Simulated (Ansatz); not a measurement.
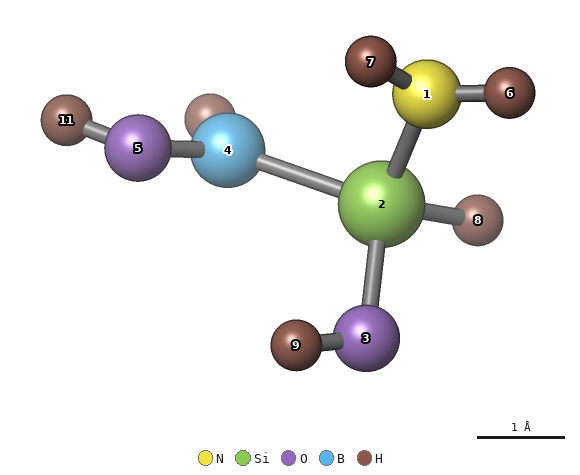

BSiNH6O2, before the relaxation. Style: ball-and-stick. Shown at a tilt.

The start comes from PBE-D4/def2-SVP.

The calculation used RKS PBE0-D4/def2-TZVP (Ansatz).

Input file:
```yaml
crystal:
  periodic: [false, false, false]
  atoms:
    - {symbol: N, position_ang: [0.022620, 0.869332, 1.565351]}
    - {symbol: Si, position_ang: [-0.823723, 0.214693, 0.185949]}
    - {symbol: O, position_ang: [-1.176040, 1.287542, -1.089422]}
    - {symbol: B, position_ang: [0.355190, -1.291611, -0.499148]}
    - {symbol: O, position_ang: [1.529990, -0.909026, -1.085453]}
    - {symbol: H, position_ang: [-0.442632, 1.521925, 2.201228]}
    - {symbol: H, position_ang: [1.017182, 1.094731, 1.485136]}
    - {symbol: H, position_ang: [-2.184326, -0.168451, 0.688172]}
    - {symbol: H, position_ang: [-0.392972, 1.482842, -1.634870]}
    - {symbol: H, position_ang: [0.096973, -2.488019, -0.414263]}
    - {symbol: H, position_ang: [2.063137, -1.670858, -1.382081]}
basis:
  gaussian: {orbitals: def2-TZVP}
hamiltonian: {xc: pbe0, dispersion: d4}
relax: {f_tol: 0.005, max_steps: 150}
```

Command:
```bash
ansatz run in.yaml --threads 4 --pin off --events-out ev --progress --plain --max-ram 10444MiB
```

Q: Where does the relaxation end?

A: Over 27 accepted moves (32 points after the start) the energy falls by 0.069 eV. Largest force component: 0.84 eV/Å at the start, 0.0045 eV/Å at the end. The line search rejected the trial steps at points 5, 15, 21, 23, 25 of the run. H10 moves most after the best rigid fit: 0.49 Å. Largest moves by element: H 0.49 Å, O 0.39 Å, N 0.10 Å, B 0.08 Å, Si 0.07 Å. Some distances before and after: Si2–O3 1.703 → 1.660 Å, N1–Si2 1.746 → 1.718 Å, B4–H10 1.227 → 1.206 Å, N1–H6 1.023 → 1.007 Å. Among the angles between lasting bonds that change: Si2–O3–H9 112.3° → 115.6°, Si2–N1–H7 119.5° → 121.5°. Groups turn about Si2–B4 by about 25°.

Step by step:

```csv
step,"E − E(0), eV","largest force component, eV/Å",note
0,0.0000,0.8374,
1,-0.0496,0.4908,
2,-0.0636,0.0962,
3,-0.0642,0.1454,
4,-0.0662,0.0783,
5,-0.0658,0.2224,rejected
6,-0.0674,0.0298,
7,-0.0677,0.0155,
8,-0.0678,0.0088,
9,-0.0678,0.0058,
10,-0.0679,0.0177,
11,-0.0680,0.0435,
12,-0.0680,0.0332,
13,-0.0682,0.0069,
15,-0.0680,0.1351,rejected
16,-0.0685,0.0418,
17,-0.0685,0.0689,
18,-0.0686,0.0414,
19,-0.0687,0.0235,
20,-0.0688,0.0177,
22,-0.0690,0.0242,
23,-0.0689,0.0814,rejected
24,-0.0690,0.0201,
25,-0.0690,0.0439,rejected
26,-0.0691,0.0089,
27,-0.0691,0.0197,
29,-0.0691,0.0071,
30,-0.0691,0.0035,
31,-0.0691,0.0026,
32,-0.0691,0.0045,
```

Final geometry:

```xyz
11

N    -0.0632    0.8796    1.6211
Si   -0.7716    0.2542    0.1869
O    -0.9983    1.3206   -1.0644
B     0.4150   -1.2664   -0.4452
O     1.3220   -0.9686   -1.4109
H    -0.5943    1.4611    2.2493
H     0.9188    1.0964    1.6715
H    -2.1495   -0.1394    0.5756
H    -0.2594    1.4134   -1.6684
H     0.3757   -2.3940   -0.0204
H     1.8702   -1.7137   -1.6745
```

The end point in the same view:

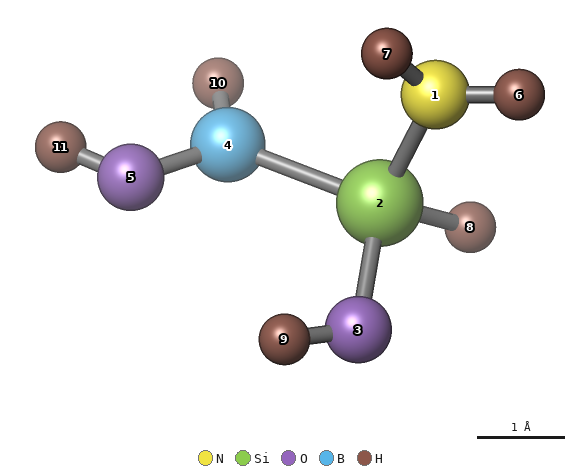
